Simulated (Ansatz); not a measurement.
# UCCSD/STO-3G run of InHCl (SMILES [Cl][InH])

What is the vertical doublet–quartet gap of InHCl at UCCSD/STO-3G? 

The results are computed with Ansatz 0.2.0.

69 further runs of the same task are left out: 6 that didn't finish, 63 set aside as unsound or not needed.

### 1 Starting point

InHCl has 3 atoms, charge 0, and is taken as a doublet. As SMILES, `[Cl][InH]`. The coordinates come from a PBE0-D4/def2-TZVP relaxation.

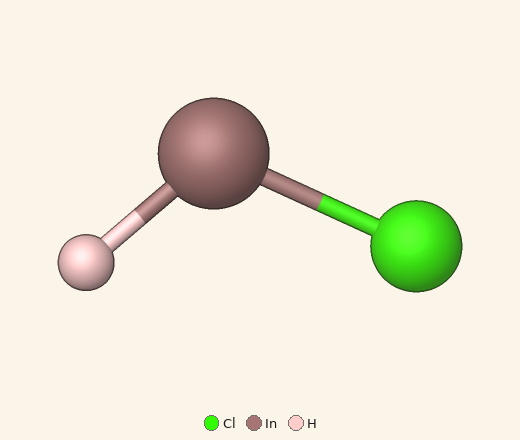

Viewed from a chosen angle; chlorine green, indium brown, hydrogen pink.

### 2 The energy at UCCSD/STO-3G

input.yaml reads:

```yaml
crystal:
  periodic: [false, false, false]
  atoms:
    - {symbol: Cl, position_ang: [-1.649800, 0.396800, -0.867400]}
    - {symbol: In, position_ang: [0.409500, 0.542400, 0.286100]}
    - {symbol: H, position_ang: [1.229400, -1.003900, 0.568100]}
basis:
  gaussian:
    orbitals: STO-3G
scf:
  omitted_lower_state_checks: [cluster_reference, increment]
correlation:
  method: ccsd
  frozen_orbitals: {Cl: 5, H: 0, In: 18}
magnetization:
  spin_polarized: true
  initial_magnetization: 1
accuracy: high
```

On the command line:

```
$ ansatz run input.yaml --threads 1 --pin off --max-ram 2610MiB --events-out events.jsonl --progress --plain --runs-dir runs
```

What it wrote (excerpt; [...] marks lines left out):

```text
Warning: RAYON_NUM_THREADS=1 ignored (pool sized by the plan → 1); use --threads N
Functional definition: HF
  name "HF"
[...]
662 factors; integrals over basis functions are off by at most 8.9e-9 eV
[...]
mean field -167025.54192472 eV, -6138.0754517547 hartree, gradient 2.4e-8 eV, S^2 0.755530; 0 other end points of the search recorded, 0 dependent functions left out
23 core orbitals not correlated: weight in the atoms' cores, before any rotation towards them, 1.000 or more for the frozen orbitals, at most 0.000 for the correlated occupied ones
reference -167025.54192472 eV, -6138.0754517547 hartree; 11, 10 occupied and 3, 4 virtual orbitals, 662 factors
second order -0.57008978 eV of doubles, -0.00000000 eV of singles
cycle   1  -0.72994461 eV  change   -1.6e-1 eV  update   4.9e-2
[...]
cycle  22  -0.86000826 eV  change  -7.3e-10 eV  update  6.1e-10
Total energy: -167026.40193297 eV, -6138.1070564753 hartree
Checks for a lower state left out: cluster_reference, increment
```

Run time: 1.1 s. Hardware: 1 thread of Arm Neoverse V1, shared host; peak memory 0.12 GiB.

### 3 The quartet, same level

in.yaml reads:

```yaml
crystal:
  periodic: [false, false, false]
  atoms:
    - symbol: Cl
      position_ang: [-1.649800, 0.396800, -0.867400]
    - symbol: In
      position_ang: [0.409500, 0.542400, 0.286100]
    - symbol: H
      position_ang: [1.229400, -1.003900, 0.568100]
basis:
  gaussian: {orbitals: STO-3G}
magnetization: {spin_polarized: true, initial_magnetization: 3}
correlation: {method: ccsd, frozen_orbitals: {Cl: 5, H: 0, In: 18}}
accuracy: high
scf: {omitted_lower_state_checks: [cluster_reference, increment]}
```

On the command line:

```
$ ansatz run in.yaml --threads 1 --pin off --max-ram 2610MiB --events-out events.jsonl --progress --plain --runs-dir runs
```

What it wrote (excerpt; [...] marks lines left out):

```text
Warning: RAYON_NUM_THREADS=1 ignored (pool sized by the plan → 1); use --threads N
[... 2 set-up lines as earlier in the session ...]
[...]
662 factors; integrals over basis functions are off by at most 8.9e-9 eV
[...]
mean field -167020.14358685 eV, -6137.8770664974 hartree, gradient 2.5e-8 eV, S^2 3.760637; 6 other end points of the search recorded, 0 dependent functions left out
23 core orbitals not correlated: weight in the atoms' cores, before any rotation towards them, 1.000 or more for the frozen orbitals, at most 0.000 for the correlated occupied ones
reference -167020.14358685 eV, -6137.8770664974 hartree; 12, 9 occupied and 2, 5 virtual orbitals, 662 factors
second order -0.36743751 eV of doubles, -0.00000000 eV of singles
cycle   1  -0.47478824 eV  change   -1.1e-1 eV  update   5.8e-2
[...]
cycle  38  -0.74617788 eV  change    1.5e-9 eV  update  7.9e-10
Total energy: -167020.88976473 eV, -6137.9044880288 hartree
Checks for a lower state left out: cluster_reference, increment
```

It took 2.6 s on 1 thread of Arm Neoverse V1, shared host; peak memory 0.13 GiB.

### 4 Summary of results

At UCCSD/STO-3G, 23 core orbitals frozen:

```
                                             quantity           value
                                doublet: total energy  -6138.10706 Eh
doublet: correlation energy (23 core orbitals frozen)       -31.6 mEh
           doublet: ⟨S²⟩ of the reference determinant           0.756
                               doublet: T1 diagnostic           0.009
                                quartet: total energy  -6137.90449 Eh
quartet: correlation energy (23 core orbitals frozen)       -27.4 mEh
           quartet: ⟨S²⟩ of the reference determinant           3.761
                               quartet: T1 diagnostic           0.039
     vertical energy of the quartet above the doublet        5.512 eV
```

**Reading.** At this shape the quartet lies 5.51 eV (127 kcal/mol) above the doublet. In a minimal basis such a difference can be off by several eV, whatever the method. Relativity is left out (doublet) although the molecule holds a heavy atom. Relativity is left out (quartet) although the molecule holds a heavy atom.
